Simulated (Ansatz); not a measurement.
**Run report: CHBrSi, geometry relaxation**

- system: CHBrSi
- method: UKS B3LYP/def2-SVP (Ansatz 0.2.0)

It belongs to a series of runs on one base structure; here: end point B relaxed. Figures and captions count atoms from 1; the log counts them from 0 in places.

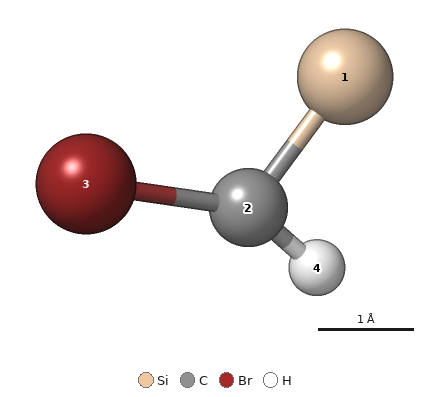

**Figure 1.** The structure as given in the input (ball-and-stick view, seen at a tilt; atoms are numbered from 1 in the order of the input). Bond lengths as drawn: Br–C 1.96 Å, C–H 1.09 Å and C–Si 1.72 Å.

### The input
```yaml
crystal:
  periodic: [false, false, false]
  atoms:
    - { symbol: Si, position_ang: [-0.60487, 0.28705, -0.49227] }
    - { symbol: C, position_ang: [0.38454, -0.99724, 0.08938] }
    - { symbol: Br, position_ang: [1.71905, -0.57641, 1.46663] }
    - { symbol: H, position_ang: [-0.11046, -1.7064, -0.57407] }
magnetization:
  spin_polarized: true
basis:
  gaussian: { orbitals: def2-SVP }
hamiltonian:
  xc: b3lyp
relax:
  f_tol: 0.02
  max_steps: 50
output:
  orbitals: {}
```

Run on 2 threads of Arm Neoverse V1, 24 GiB of memory available, shared host.

Launch command:
```bash
ansatz run input.yaml --threads 2 --pin off --max-ram 3072MiB --backend cpu --events-out ev --progress --plain --runs-dir out
```

### Log
```
The last accepted step is kept in [file] (removed where the run ends without a failure and the disk answers)
Engine: ansatz 0.2.0, aarch64-unknown-linux-gnu
Functional definition: B3LYP
  parameter a0 = 0.2
  parameter ax = 0.72
  parameter ac = 0.81
  exchange = (1 - a0 - ax)*slater_x + ax*b88_x + a0*exact_x
  correlation = (1 - ac)*vwn_rpa_c + ac*lyp_c
720 factors; integrals over basis functions are off by at most 2.5e-4 eV
mean field evaluation 1: about -78955.8170 eV, gradient 3.7e1 eV
mean field evaluation 2: about -78917.7842 eV, gradient 7.5e1 eV
mean field evaluation 4: about -78962.9932 eV, gradient 3.7e0 eV
mean field evaluation 8: about -78963.0880 eV, gradient 8.9e-2 eV
mean field evaluation 16: about -78963.0880 eV, gradient 8.5e-6 eV
mean field -78963.08801011 eV, -2901.8399612681 hartree, gradient 8.5e-6 eV, S^2 0.000000; 3 other end points of the search recorded, 0 dependent functions left out
the calculation of the forces begins
reference -78963.08821830 eV, -2901.8399689190 hartree; 28, 28 occupied and 41, 41 virtual orbitals, 720 factors
relax step   1: F+E_penalty+E_count = -78963.08801011 eV  Δ(F+E_penalty+E_count) = +0.000e0 eV  max|allowed force component| = 3.127e0 eV/Å  Δτ_max = 0.0000 Å  (54 SCF iters, accepted)
these checks for a lower state are left out or cut short: starts, cluster_reference, orbital_swaps, neighbouring_geometries, increment
720 factors; integrals over basis functions are off by at most 3.6e-4 eV
mean field evaluation 32: about -78963.8360 eV, gradient 4.5e-3 eV
mean field -78963.83597761 eV, -2901.8674485666 hartree, gradient 2.6e-5 eV, S^2 0.000000; 0 other end points of the search recorded, 0 dependent functions left out
[... from here on the field's lines of each further geometry are left out, up to the last ...]
relax step   2: F+E_penalty+E_count = -78963.83597761 eV  Δ(F+E_penalty+E_count) = -7.480e-1 eV  max|allowed force component| = 1.007e0 eV/Å  Δτ_max = 0.1874 Å  (33 SCF iters, accepted)
relax step   3: F+E_penalty+E_count = -78963.98325918 eV  Δ(F+E_penalty+E_count) = -1.473e-1 eV  max|allowed force component| = 1.443e0 eV/Å  Δτ_max = 0.1916 Å  (34 SCF iters, accepted)
relax step   4: F+E_penalty+E_count = -78964.02107957 eV  Δ(F+E_penalty+E_count) = -3.782e-2 eV  max|allowed force component| = 6.044e-1 eV/Å  Δτ_max = 0.0340 Å  (32 SCF iters, accepted)
relax step   5: F+E_penalty+E_count = -78964.03173131 eV  Δ(F+E_penalty+E_count) = -1.065e-2 eV  max|allowed force component| = 1.191e-1 eV/Å  Δτ_max = 0.0224 Å  (30 SCF iters, accepted)
relax step   6: F+E_penalty+E_count = -78964.03822131 eV  Δ(F+E_penalty+E_count) = -6.490e-3 eV  max|allowed force component| = 1.508e-1 eV/Å  Δτ_max = 0.0258 Å  (31 SCF iters, accepted)
relax step   7: F+E_penalty+E_count = -78964.05497145 eV  Δ(F+E_penalty+E_count) = -1.675e-2 eV  max|allowed force component| = 2.029e-1 eV/Å  Δτ_max = 0.0628 Å  (35 SCF iters, accepted)
relax step   8: F+E_penalty+E_count = -78964.07526380 eV  Δ(F+E_penalty+E_count) = -2.029e-2 eV  max|allowed force component| = 9.018e-1 eV/Å  Δτ_max = 0.1955 Å  (37 SCF iters, accepted)
relax step   9: F+E_penalty+E_count = -78964.08765752 eV  Δ(F+E_penalty+E_count) = -1.239e-2 eV  max|allowed force component| = 3.792e-1 eV/Å  Δτ_max = 0.0367 Å  (32 SCF iters, accepted)
relax step  10: F+E_penalty+E_count = -78964.10090668 eV  Δ(F+E_penalty+E_count) = -1.325e-2 eV  max|allowed force component| = 8.500e-2 eV/Å  Δτ_max = 0.0509 Å  (34 SCF iters, accepted)
relax step  11: F+E_penalty+E_count = -78964.10891966 eV  Δ(F+E_penalty+E_count) = -8.013e-3 eV  max|allowed force component| = 8.114e-2 eV/Å  Δτ_max = 0.0868 Å  (36 SCF iters, accepted)
relax step  12: F+E_penalty+E_count = -78964.10939207 eV  Δ(F+E_penalty+E_count) = -4.724e-4 eV  max|allowed force component| = 4.686e-2 eV/Å  Δτ_max = 0.0138 Å  (31 SCF iters, accepted)
the calculation of the forces begins
reference -78964.10970274 eV, -2901.8775077797 hartree; 28, 28 occupied and 41, 41 virtual orbitals, 720 factors
relax step  13: F+E_penalty+E_count = -78964.10949462 eV  Δ(F+E_penalty+E_count) = -1.026e-4 eV  max|allowed force component| = 1.184e-2 eV/Å  Δτ_max = 0.0042 Å  (31 SCF iters, accepted)
```

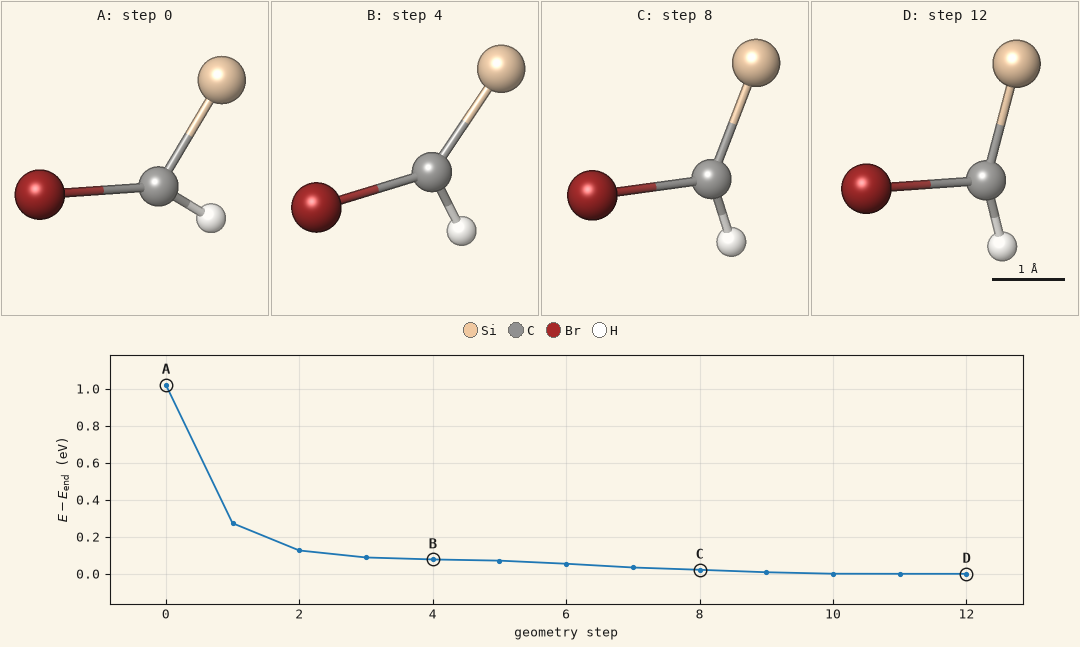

**Figure 2.** Frames of the relaxation (ball-and-stick view, seen at a tilt) above the curves, on which the letters mark them (the first geometry is step 0 here and step 1 in the log).

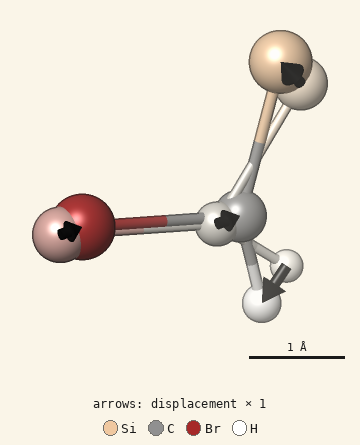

**Figure 3.** Start (faint) and end (solid) with the displacements as black arrows, at true length (ball-and-stick view, seen at a tilt). The two geometries are laid on each other by the best rigid fit. The largest move after the best rigid fit is that of H4, 0.47 Å. Largest moves by element: H 0.47 Å, Si 0.39 Å, C 0.29 Å, Br 0.27 Å. Distances before and after: C2–Br3 1.963 → 1.978 Å. Among the angles that change: Si1–C2–H4 91.1° → 149.1°, Br3–C2–H4 151.1° → 113.0°, Si1–C2–Br3 117.9° → 97.9°. After 12 geometry steps the energy has fallen by 1.021 eV. The largest force component goes from 3.1 to 0.012 eV/Å. (Atoms are counted from 1 in the order of the input.)

```
720 factors; integrals over basis functions are off by at most 3.7e-4 eV
mean field -78964.10949462 eV, -2901.8775001315 hartree, gradient 1.1e-5 eV, S^2 0.000000; 3 other end points of the search recorded, 0 dependent functions left out
the calculation of the forces begins
reference -78964.10970274 eV, -2901.8775077797 hartree; 28, 28 occupied and 41, 41 virtual orbitals, 720 factors
Total energy: -78964.10970274 eV, -2901.8775077797 hartree
Atom 0 at    -0.501209     0.576995    -0.312290 Å, force     0.000568    -0.004211     0.000067 eV/Å
Atom 1 at     0.177431    -0.993475    -0.101566 Å, force     0.002075     0.011840     0.002992 eV/Å
Atom 2 at     1.519023    -0.527063     1.275730 Å, force    -0.000284     0.000386     0.000166 eV/Å
Atom 3 at     0.193014    -2.049457    -0.372204 Å, force    -0.002359    -0.008016    -0.003225 eV/Å
Dipole moment:    -0.140141    -0.040336    -0.141936 e Å
```

### Trajectory as extended XYZ (Å, eV, eV/Å), 13 frames, from step=1 to step=13
```
4
Properties=species:S:1:pos:R:3:forces:R:3 step=1 energy=-78963.08801
Si   -0.6049    0.2871   -0.4923   -0.0359   0.4326   0.0856
C     0.3845   -0.9972    0.0894   -0.5233   3.1271   0.3665
Br    1.7190   -0.5764    1.4666   -0.4731  -1.2634  -0.7952
H    -0.1105   -1.7064   -0.5741    1.0323  -2.2964   0.3431
4
Properties=species:S:1:pos:R:3:forces:R:3 step=2 energy=-78963.83598
Si   -0.7075    0.3575   -0.5698    0.0736   0.0925   0.0945
C     0.3437   -0.8436    0.0927   -0.4265   0.0884  -0.3772
Br    1.7298   -0.7168    1.4383   -0.6178  -0.5093  -0.7247
H     0.0222   -1.7901   -0.4715    0.9708   0.3284   1.0074
4
Properties=species:S:1:pos:R:3:forces:R:3 step=3 energy=-78963.98326
Si   -0.7656    0.4084   -0.6110    0.0204   0.0527   0.0347
C     0.3069   -0.7560    0.0828   -0.1919  -1.4434  -0.5825
Br    1.6833   -0.8322    1.3623    0.1943   0.1899   0.2367
H     0.1637   -1.8133   -0.3445   -0.0227   1.2008   0.3111
4
Properties=species:S:1:pos:R:3:forces:R:3 step=4 energy=-78964.02108
Si   -0.7504    0.4008   -0.5981    0.0184   0.0981   0.0424
C     0.3109   -0.7847    0.0771   -0.1264  -0.6044  -0.2790
Br    1.6892   -0.8059    1.3756   -0.0252   0.0504  -0.0117
H     0.1385   -1.8032   -0.3649    0.1331   0.4560   0.2483
4
Properties=species:S:1:pos:R:3:forces:R:3 step=5 energy=-78964.03173
Si   -0.7390    0.4094   -0.5879    0.0132   0.1046   0.0569
C     0.3018   -0.8046    0.0722   -0.0651  -0.0334  -0.1191
Br    1.6827   -0.7929    1.3703   -0.0209   0.0263   0.0009
H     0.1427   -1.8049   -0.3650    0.0727  -0.0975   0.0613
4
Properties=species:S:1:pos:R:3:forces:R:3 step=6 energy=-78964.03822
Si   -0.7255    0.4232   -0.5708   -0.0313   0.1489   0.0243
C     0.2971   -0.8188    0.0626   -0.0953  -0.0733  -0.1508
Br    1.6718   -0.7748    1.3647    0.0416   0.0121   0.0534
H     0.1448   -1.8226   -0.3668    0.0850  -0.0877   0.0732
4
Properties=species:S:1:pos:R:3:forces:R:3 step=7 energy=-78964.05497
Si   -0.6954    0.4597   -0.5295   -0.0702   0.2029  -0.0044
C     0.2791   -0.8513    0.0338   -0.0293  -0.0907  -0.0728
Br    1.6502   -0.7356    1.3505    0.0319   0.0180   0.0401
H     0.1544   -1.8657   -0.3652    0.0675  -0.1302   0.0371
4
Properties=species:S:1:pos:R:3:forces:R:3 step=8 energy=-78964.07526
Si   -0.5989    0.5752   -0.4047    0.5106  -0.9018   0.2636
C     0.2126   -0.9522   -0.0438   -0.3539   0.7321  -0.2171
Br    1.5844   -0.6143    1.3028   -0.1320   0.0238  -0.1014
H     0.1901   -2.0016   -0.3646   -0.0247   0.1459   0.0549
4
Properties=species:S:1:pos:R:3:forces:R:3 step=9 energy=-78964.08766
Si   -0.6078    0.5474   -0.4090    0.2818  -0.3500   0.1069
C     0.2437   -0.9348   -0.0529   -0.3792   0.3311  -0.0857
Br    1.5828   -0.6234    1.3106    0.0127   0.0257  -0.0139
H     0.1696   -1.9822   -0.3590    0.0847  -0.0069  -0.0073
4
Properties=species:S:1:pos:R:3:forces:R:3 step=10 energy=-78964.10091
Si   -0.5703    0.5608   -0.3774    0.0850  -0.0594   0.0458
C     0.2103   -0.9530   -0.0698   -0.0370  -0.0223   0.0161
Br    1.5602   -0.5947    1.2962   -0.0331   0.0642  -0.0238
H     0.1880   -2.0061   -0.3593   -0.0149   0.0175  -0.0381
4
Properties=species:S:1:pos:R:3:forces:R:3 step=11 energy=-78964.10892
Si   -0.5085    0.5796   -0.3193    0.0390  -0.0769   0.0224
C     0.1757   -0.9900   -0.0985    0.0355  -0.0179   0.0068
Br    1.5246   -0.5343    1.2776   -0.0446   0.0136  -0.0346
H     0.1964   -2.0483   -0.3702   -0.0299   0.0811   0.0054
4
Properties=species:S:1:pos:R:3:forces:R:3 step=12 energy=-78964.10939
Si   -0.4985    0.5790   -0.3098   -0.0005  -0.0147  -0.0006
C     0.1744   -0.9946   -0.1028    0.0156  -0.0360  -0.0073
Br    1.5173   -0.5250    1.2743    0.0005   0.0038   0.0033
H     0.1951   -2.0524   -0.3720   -0.0156   0.0469   0.0047
4
Properties=species:S:1:pos:R:3:forces:R:3 step=13 energy=-78964.10949
Si   -0.5012    0.5770   -0.3123    0.0006  -0.0042   0.0001
C     0.1774   -0.9935   -0.1016    0.0021   0.0118   0.0030
Br    1.5190   -0.5271    1.2757   -0.0003   0.0004   0.0002
H     0.1930   -2.0495   -0.3722   -0.0024  -0.0080  -0.0032
```

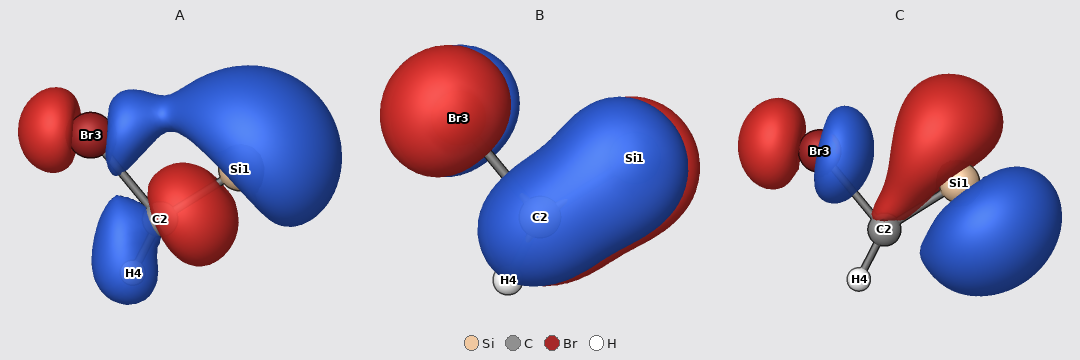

**Figure 4.** Three frontier orbitals at ±0.1 Å⁻³ᐟ² (red and blue are the two phases). A is the HOMO−1 (α) (−7.89 eV). Its weight (Hirshfeld) is mainly on Si1 (65 %), C2 (20 %) and Br3 (10 %); it is symmetric in the molecular plane (σ or in-plane lone-pair type). B is the HOMO (α) (−5.99 eV). C is the LUMO (α) (−2.63 eV). By Hirshfeld shares it lies mainly on Si1 (75 %) and Br3 (20 %); it is symmetric in the molecular plane (σ or in-plane lone-pair type). The HOMO–LUMO gap is 3.36 eV between the orbital energies.

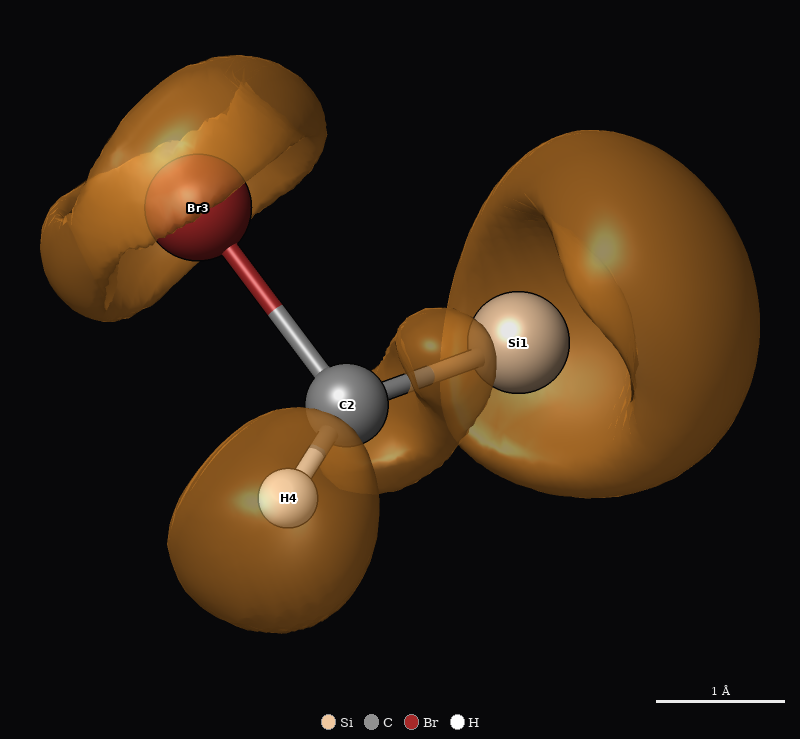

**Figure 5.** Isosurface of the ELF at 0.85 (orange), seen at a tilt. Only the valence region is drawn (cores and ρ < 0.01 e/Å³ removed). Profiles from the grid: C–Si (1.72 Å): the ELF peaks at about 0.90 between the atoms, which marks a shared electron pair. C–Br (1.98 Å): the ELF peaks at about 0.80 between the atoms (a shared electron pair).

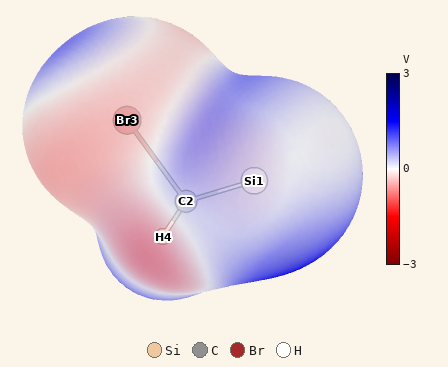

**Figure 6.** The molecular electrostatic potential painted on the density surface at 0.002 e/bohr³, seen at a tilt; red is negative and blue positive.

### Results in brief

| quantity | value |
| --- | --- |
| outcome | converged |
| total energy | −78964.1097 eV |
| mean-field energy | −78964.1097 eV |
| largest force (length of the vector) at the end | 0.012 eV/Å |
| wall time | 27 s (CPU time 53 s) |
| peak memory | 0.18 GiB |
